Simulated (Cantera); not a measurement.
Input: 1 mol SiC, 0.85 mol H₂, equilibrated at 1.30 bar.

These are equilibrium values from Cantera (NASA tables, ideal gas, pure condensed phases), not measurements of a reactor. Candidate condensed phases: C, C₆H₆, C₇H₈, C₈H₁₈, Si, SiC; 87 gas species. Gases not in the tables: Si₂H₆ and higher silanes. The numbers say what is thermodynamically allowed, not how fast it happens.

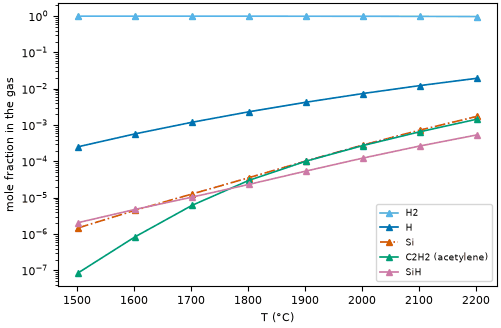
Figure: Equilibrium gas composition (values under 1e-9 drawn at 1e-9)

From 1502 °C to 2202 °C the condensed part is SiC(s). The main Si-bearing gas is SiH₂ at 1502 °C and Si at 2202 °C.
